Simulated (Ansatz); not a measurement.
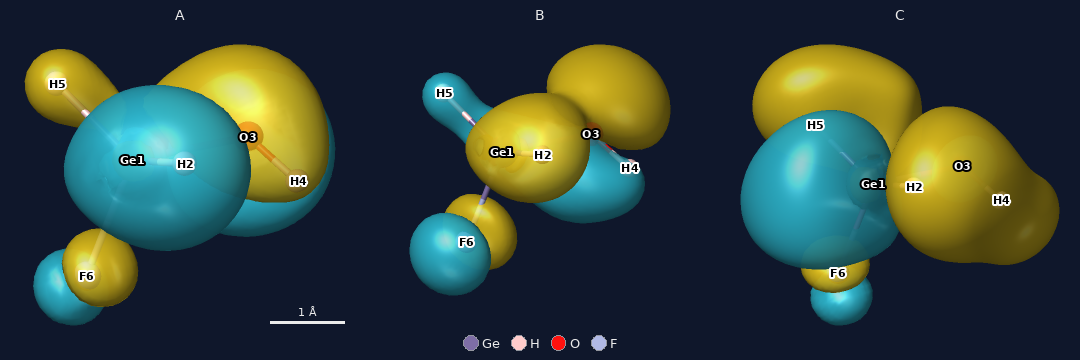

FGeH$_{3}$O. Three frontier orbitals at ±0.08 Å⁻³ᐟ² (yellow and cyan are the two phases), in no order.

Not at a stationary point (largest force 1.7 eV/Å).

Computed with RKS PBE-D4/def2-TZVP (Ansatz 0.2.0).

```yaml
atoms:
  - { symbol: Ge, position_ang: [0.1309, 0.0318, 0.1891] }
  - { symbol: H, position_ang: [0.4235, -0.1290, 1.6811] }
  - { symbol: O, position_ang: [1.8774, -0.0605, -0.0580] }
  - { symbol: H, position_ang: [2.2675, -0.7930, 0.4479] }
  - { symbol: H, position_ang: [-0.4678, 1.2724, -0.4887] }
  - { symbol: F, position_ang: [-0.7083, -1.3799, -0.4522] }
```

Which picture is the HOMO−1, the HOMO and the LUMO?

B is the HOMO−1 (−7.99 eV). By Hirshfeld shares it lies mainly on O3 (about 60 %), F6 (about 15 %), Ge1 (about 15 %) and H2 (about 5 %). A is the HOMO (−7.05 eV). By Hirshfeld shares it lies mainly on O3 (about 65 %), Ge1 (about 15 %) and H2 (about 15 %). C is the LUMO (−1.05 eV). By Hirshfeld shares it lies mainly on Ge1 (about 55 %), H2 (about 15 %), H5 (about 10 %), F6 (about 5 %) and H4 (about 5 %).

What is the HOMO–LUMO gap?

6.00 eV between the orbital energies.
